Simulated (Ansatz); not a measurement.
## Electronic structure of CH3OSn (SMILES [CH2]=[Sn-][OH]) (charge −1) in real space

The calculation's input:

```
crystal:
  periodic: [false, false, false]
  atoms:
    - {symbol: C, position_ang: [-1.341809, 3.254883, 0.677814]}
    - {symbol: O, position_ang: [-2.067434, 0.150487, 0.709163]}
    - {symbol: Sn, position_ang: [-0.373193, 1.445453, 0.612829]}
    - {symbol: H, position_ang: [-0.783643, 4.202078, 0.648253]}
    - {symbol: H, position_ang: [-2.432591, 3.393435, 0.742934]}
    - {symbol: H, position_ang: [-2.854525, 0.707680, 0.757690]}
basis:
  gaussian: {orbitals: def2-TZVPD}
output: {forces: true, orbitals: {seedname: orbitals}}
total_charge: -1
hamiltonian: {xc: {name: PBE0}}
```

Run with:

```sh
ansatz run input.yaml --threads 1 --pin off --max-ram 2610MiB --events-out events.jsonl --progress --plain --runs-dir runs
```

Geometry: B3LYP-D3(BJ)/def2-SVPD; core potentials replace the inner electrons of Sn.

Theory: Ansatz, isolated molecule in a Gaussian basis; Kohn-Sham density functional theory, functional PBE0.

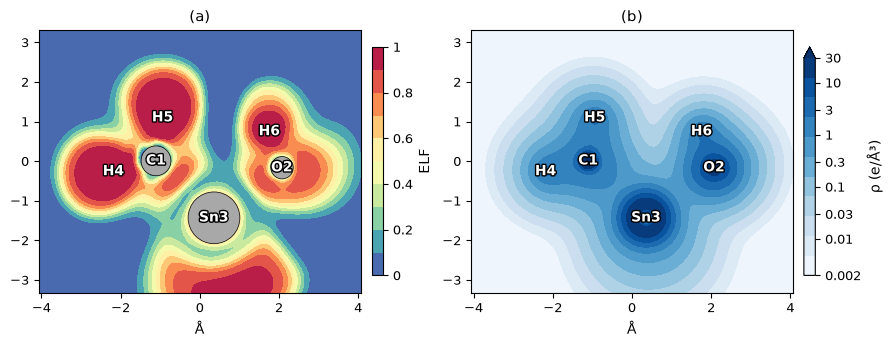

Figure 1. (a) ELF; (b) electron density on the molecular plane. Grey discs cover the atomic cores in the ELF map.

Question: Interpret the plot.

Answer: Atoms in the plane: C, O, Sn and H. C–Sn (2.05 Å): the density is about 0.8 e/Å³ at the midpoint; the ELF peaks at about 0.90 in the valence shell of C, 0.7 Å from its nucleus, and drops to about 0.20 between the two atoms. Sn–O (2.13 Å): the density is about 0.56 e/Å³ at the midpoint; the ELF peaks at about 0.85 in the valence shell of O, 0.6 Å from its nucleus, and drops to about 0.15 between the two atoms. O–H (0.97 Å): the density is about 3.6 e/Å³ at the midpoint; the ELF climbs to about 1 towards the hydrogen, as it does in any bond to H (a covalent bond by its length). C–H (1.10 Å): ρ is about 1.9 e/Å³ halfway; the ELF climbs to about 1 towards the hydrogen: a covalent bond by its length. The ELF also peaks beside O2, away from the bonds: lone-pair regions.

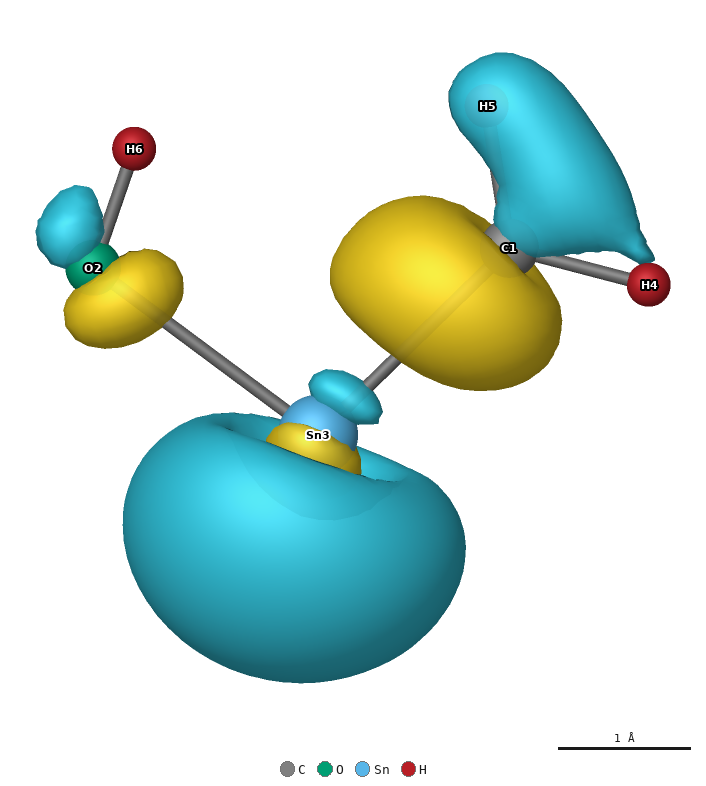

Figure 2. The HOMO−1 at ±0.15 Å⁻³ᐟ² (yellow and cyan are the two phases), seen across its widest extent.

Question: Where does this orbital lie, and at what energy?

Answer: By Hirshfeld shares it lies mainly on Sn3 (about 65 %) and C1 (about 20 %); it is symmetric in the molecular plane (an in-plane orbital: σ, lone-pair or in-plane π type). Its energy is −1.41 eV.

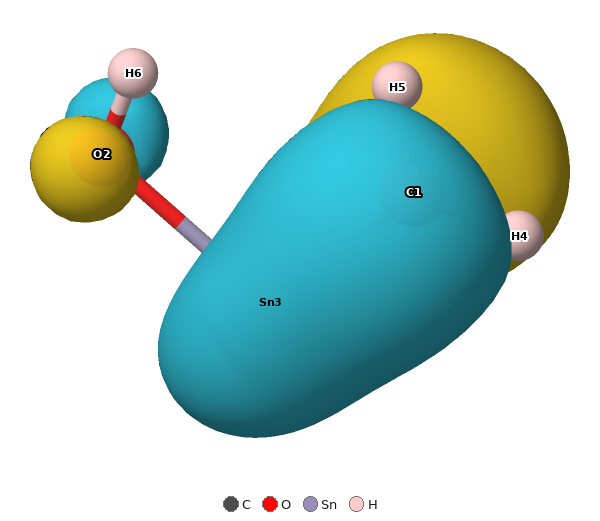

Figure 3. The HOMO at ±0.1 Å⁻³ᐟ² (yellow and cyan are the two phases), seen at a tilt.

Question: What is the character of this orbital?

Answer: By Hirshfeld shares it lies mainly on C1 (about 50 %) and Sn3 (about 35 %); it changes sign across the molecular plane (π type); π-bonding across C1–Sn3. Its energy is −0.37 eV.
